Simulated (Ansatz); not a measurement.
## Converging the k-point mesh: MnS (P3m1, 4 atoms in the cell)

```
MnS
1.0
    3.97335     0.00000     0.00000
   -1.98667     3.44102     0.00000
    0.00000     0.00000     6.37424
Mn S
2 2
Direct
  0.33333   0.66667   0.00668
  0.66667   0.33333   0.49886
  0.66667   0.33333   0.12615
  0.33333   0.66667   0.62614
```
Moments meant for the start (each program seeds them in its own way; μB, in the order of the atoms Mn Mn S S): 4.0 4.0 0.0 0.0.

Method: LDA (PW92), default PAW files made with PBE (plane waves; Ansatz, a first-principles code).

Base settings: basis.ecutwfc = 420 eV; kpoints.mp_grid.grid = 8 8 4; hamiltonian.xc = lda; hamiltonian.pseudopotentials = {kind: paw} (the program's default PAW files); magnetization.spin_polarized = true; scf.occupations.method = fermi_dirac; scf.occupations.width = 0.1 eV.

Only quantities that move along the ladder and can be compared are tabulated.

The count of work is k-points × plane waves × bands × iterations; it is no time. Core times come from one kind of shared machine, to one figure; runs under 30 s give none.

The starting cell comes from a database of computed structures (which also holds hypothetical and non-ambient phases and stackings), without a prior relaxation at this level. Its lattice was rescaled by up to half a per cent. One atom was moved a little off its site on purpose. The magnetic order is the one reached from the typed start; others were not searched systematically. The program warned that a starting moment was not kept. In the base run, with a pressure of about -7 GPa the cell is away from its equilibrium volume at this level. Ansatz's pressure includes its estimate of the finite-basis (Pulay) stress.

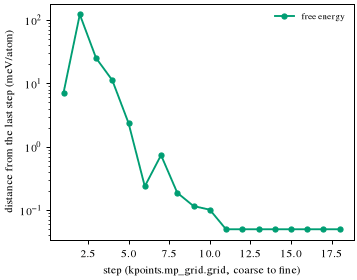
Figure: Distance from the last step along the ladder; very small values are drawn at a floor.

```csv
kpoints.mp_grid.grid,free energy less the last step's (meV/atom),pressure (GPa),largest difference of a force vector from the last step's (eV/Å),count of work / last,core time / last (rough)
2 2 1,7.14,-9.96,0.506,0.0051,–
2 2 2,122.25,-7.57,0.210,0.011,–
3 3 2,25.15,-7.18,0.017,0.016,–
4 4 2,11.21,-7.07,0.014,0.022,–
4 4 3,2.36,-7.38,0.008,0.023,–
5 5 3,-0.24,-7.38,0.001,0.032,–
6 6 3,-0.74,-7.37,0.002,0.043,–
6 6 4,0.19,-7.32,0.002,0.061,–
7 7 4,0.12,-7.31,0.001,0.074,–
8 8 4,0.10,-7.31,0.001,0.093,0.10
8 8 5,-0.03,-7.32,0.001,0.11,0.1
9 9 5,-0.03,-7.32,0.000,0.14,0.1
10 10 6,0.00,-7.31,0.000,0.20,0.2
11 11 6,0.00,-7.31,0.000,0.22,0.2
12 12 7,0.00,-7.31,0.000,0.31,0.3
14 14 8,0.00,-7.31,0.000,0.47,0.5
15 15 8,0.00,-7.31,0.000,0.56,0.7
17 17 9,0.00,-7.31,0.000,0.72,0.8
19 19 10,0.00,-7.31,0.000,1.0,1
```

Coarsest kpoints.mp_grid.grid that holds the forces within 0.02 eV/Å of the last step, with all finer ones: 3 3 2, at 0.016 of the last step's count of work; the step before is off by 0.21 eV/Å.

Coarsest kpoints.mp_grid.grid that holds the pressure within 0.2 GPa of the last step, with all finer ones: 4 4 3, at 0.023 of the last step's count of work; the step before is off by 0.25 GPa.

Coarsest kpoints.mp_grid.grid that holds the free energy within 5 meV/atom of the last step, with all finer ones: 4 4 3, at 0.023 of the last step's count of work; the step before is off by 11 meV/atom.

Keys are those of Ansatz 0.2.
